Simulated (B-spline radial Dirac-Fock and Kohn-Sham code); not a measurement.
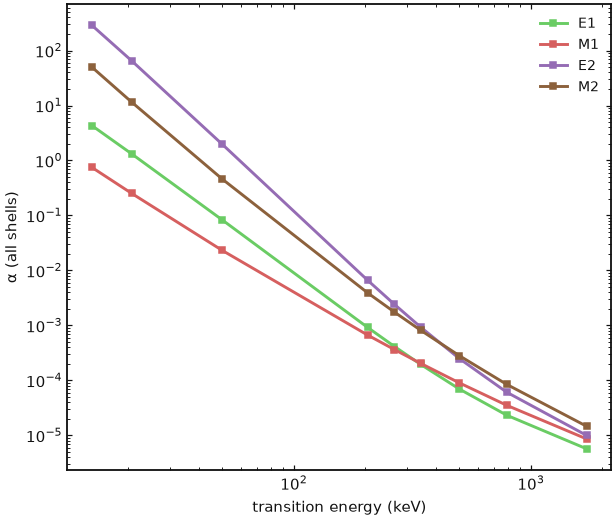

Total internal conversion coefficients against transition energy, at the marked points and joined by straight lines (also across edges). The total sums all shells and leaves out internal pair formation. The figure is for silicon (Z = 14). The calculation used a Dirac–Hartree–Slater potential of the neutral atom, no hole, surface-current nucleus (a B-spline radial code).

> Above what energy does an E1 transition emit more photons than conversion electrons?

Between 20.7 and 50.0 keV, where α drops through 1.

> How do the multipoles rank at 1720 keV?

M2 (1.46 × 10⁻⁵), E2 (9.98 × 10⁻⁶), M1 (8.62 × 10⁻⁶), E1 (5.70 × 10⁻⁶).
